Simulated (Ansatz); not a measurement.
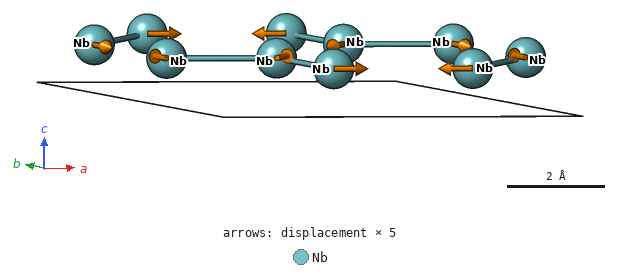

A relaxation of a free-standing layer of Nb (a generated structure, set up in P6/mmm) (coarse preliminary run). The starting structure is drawn; orange arrows show the displacements (the part carried along by the change of the cell is left out), 5 times their true length.

The picture is a ball-and-stick view of the cell of the calculation, outlined in the plane, without the vacuum, seen from a free direction.

The calculation used DFT PBE, scalar-relativistic, plane waves, PAW (Ansatz).

Input file:
```yaml
crystal:
  lattice:
    - [7.407956, 0.0, 0.0]
    - [-3.703978, 6.415478, 0.0]
    - [0.0, 0.0, 14.0]
  atoms:
    - { symbol: Nb, position: [0.69377138, 0.0, 0.5] }
    - { symbol: Nb, position: [0.0, 0.69377138, 0.5] }
    - { symbol: Nb, position: [0.30622862, 0.30622862, 0.5] }
    - { symbol: Nb, position: [0.30622862, 0.0, 0.5] }
    - { symbol: Nb, position: [0.0, 0.30622862, 0.5] }
    - { symbol: Nb, position: [0.69377138, 0.69377138, 0.5] }
  periodic: [true, true, false]
basis:
  ecutwfc: 420
kpoints:
  mp_grid: { grid: [3, 3, 1] }
hamiltonian:
  xc: pbe
scf:
  occupations: { method: gaussian, width: 0.1 }
  lower_state_search: "off"
output:
  forces: true
  stress: true
  eigenvalues: true
relax:
  adjacent_minimum: "off"
  f_tol: 0.04
  max_steps: 70
  cell: { stress_2d_tol: 0.16 }
```

Run as
```bash
ansatz run input.yaml --threads 1 --pin off --max-ram 2560MiB --backend cpu --events-out ev --progress --plain --runs-dir out
```

Q: What happened in the run?

A: The largest moves relative to the cell and the layer's centre, 0.14 Å, are those of Nb1, Nb2, Nb3, Nb4, Nb5 and Nb6. Nb1 goes within the plane. In the plane the drawn cell goes a 7.408 → 7.458 Å (+0.7 %), b 7.408 → 7.458 Å (+0.7 %). Among the contacts that change: Nb1–Nb4 2.871 → 2.600 Å, Nb1–Nb5 2.269 → 2.429 Å. The energy falls by 0.266 eV per cell of the calculation in 4 accepted moves (5 points after the start). Largest force component: 0.87 eV/Å at the start, 0.034 eV/Å at the end. The SCF was repeated once at an unchanged geometry on a basis and grid sized afresh for the cell, which shifted the energy by 0.3 meV per cell of the calculation at most. The program noted that it reset the height of the cell. Cost: 3.9 min on 1 thread of Intel(R) Xeon(R) Processor @ 2.50GHz (Skylake/Cascade Lake) (shared host), peak memory 0.95 GiB.
